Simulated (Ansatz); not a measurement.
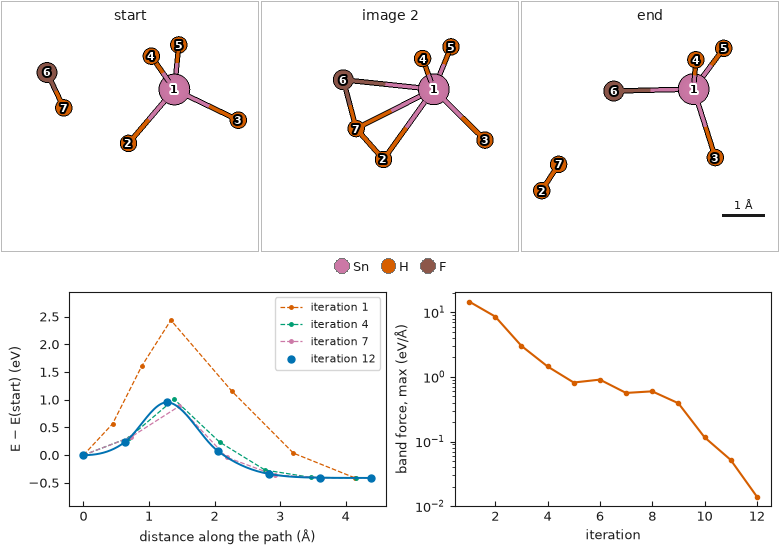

A nudged-elastic-band calculation for SnH5F. Images are numbered from 0 (start) to 6 (end). The plot follows the band through its iterations. A ball-and-stick model, seen at a tilt.

The calculation used RKS BLYP-D4/def2-SVP in Ansatz 0.2.0. Settings: 5 movable images; climbing image; force threshold 0.05 eV/Å; iteration limit 60; spring constant 50.0 eV/Å²; starting path through a guess of the saddle point.

### How did the profile develop, and is the result final?

The run is converged, with reservations. The band converged in 12 iterations. The largest component of the band force went from 15 to 0.014 eV/Å. The climbing image converged on the top of the path. Its curvatures weren't checked. The spring constant is far from the usual few eV/Å², which spoils the spacing or the steps. The first iteration put the highest image at 2.44 eV. Forward barrier 0.95 eV, backward barrier 1.36 eV, with image 2 at the top; the reaction energy is −0.41 eV.

Cost: 100 s on 1 thread of Arm Neoverse V1 (shared host), peak memory 0.11 GiB.
